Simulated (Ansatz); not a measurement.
# Br₄Cu₃ (charge −1): what the fields show

Input

```
crystal:
  periodic: [false, false, false]
  atoms:
    - {symbol: Cu, position_ang: [1.061998, 0.925997, 0.073075]}
    - {symbol: Cu, position_ang: [-0.203743, -0.826410, -1.125220]}
    - {symbol: Cu, position_ang: [-0.958884, -0.114065, 1.179625]}
    - {symbol: Br, position_ang: [-2.150650, -1.772906, 0.030044]}
    - {symbol: Br, position_ang: [2.142993, -1.248277, -0.438989]}
    - {symbol: Br, position_ang: [-0.142825, 1.486476, -2.022084]}
    - {symbol: Br, position_ang: [0.251100, 1.549194, 2.303550]}
basis:
  gaussian: {orbitals: def2-SVP, initial_orbitals: start.molden}
total_charge: -1
hamiltonian: {xc: pbe0, dispersion: d4}
scf: {omitted_lower_state_checks: [starts]}
output: {orbitals: {seedname: orbitals}}
```

Run with:

```sh
ansatz run in.yaml --threads 4 --pin off --events-out ev --progress --plain --max-ram 4787MiB
```

Geometry: PBE-D4/def2-SVPD.

All numbers below come from RKS PBE0-D4/def2-SVP (Ansatz).

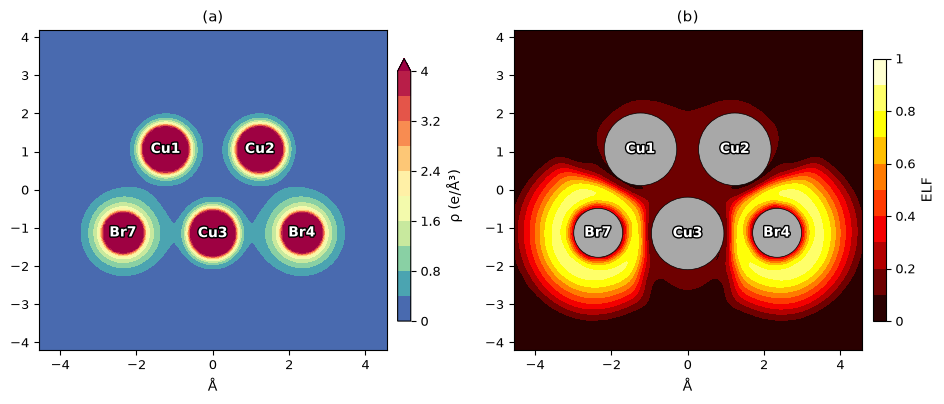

Figure 1. (a) total electron density; (b) electron localisation function on the plane of atoms Cu1, Cu2 and Cu3. Grey discs cover the atomic cores in the ELF map.

> What does the map show?

The plane passes through Cu and Br nuclei.
Cu–Br (2.34 Å): the density is about 0.51 e/Å³ at the midpoint; the ELF peaks at about 0.75 in the valence shell of Br, 1.0 Å from its nucleus, and is about 0.50 at the midpoint.
Cu–Cu (2.47 Å): the density is about 0.27 e/Å³ at the midpoint; the ELF is about 0.20 at the midpoint.
Cu–Br (2.45 Å): the density is about 0.41 e/Å³ at the midpoint, with its minimum of 0.35 e/Å³ about 1.1 Å from Cu; the ELF peaks at about 0.75 in the valence shell of Br, 1.0 Å from its nucleus, and is about 0.40 at the midpoint.
Cu–Cu (2.53 Å): ρ at the midpoint is about 0.24 e/Å³; the ELF is about 0.15 at the midpoint.

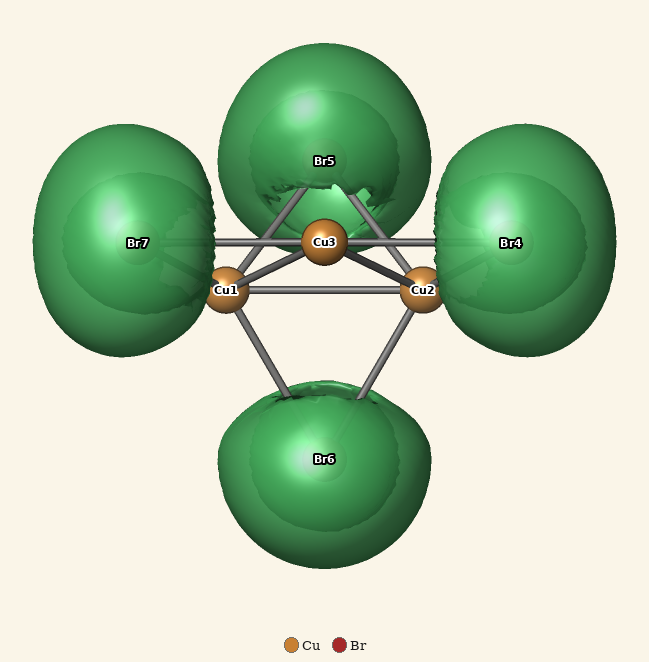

Figure 2. Isosurface of the ELF at 0.75 (green), seen from one side. Only the valence region is drawn (cores and ρ < 0.01 e/Å³ removed).

> Identify the bonds, lone pairs and shells in this picture.

The ELF exceeds this value in four regions wrapped around Br (the valence shell of each).

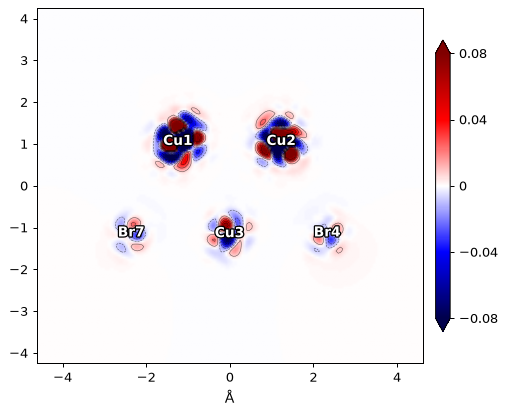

Figure 3. The HOMO on the plane of atoms Cu1, Cu2 and Cu3 (values in Å⁻³ᐟ²; the overall sign is arbitrary).

> What is the character of this orbital?

Its weight (Hirshfeld) is mainly on Cu1 (about 30 %), Cu2 (about 30 %), Br5 (about 20 %) and Br6 (about 20 %). Its energy is −2.23 eV.
